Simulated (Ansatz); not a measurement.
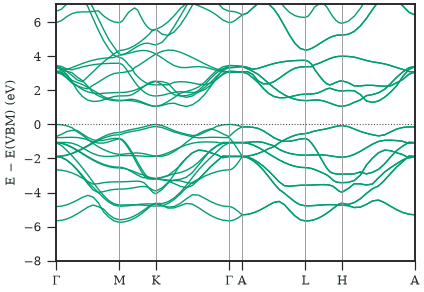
Fig. 1. Band structure from the program Ansatz at the r²SCAN level (PAW)

Task: Read off the gap and where the band edges lie.

Result: About 1.1 eV (1.05 eV by a search for the band edges); maximum at Γ, minimum on the K–Γ line, 41 % of the way from K.

The material is Te2Mo in space group P6_3/mmc (No. 194; Te on 4f, Mo on 2c).

The r²SCAN relaxation kept the symmetry of its start. The run is not spin-polarised. A crystal of weakly bound layers computed without a dispersion correction: the cell and the soft elastic constants depend strongly on that. Spin–orbit coupling is left out wherever it is not named.

Potentials: the later of the program's two PAW sets.
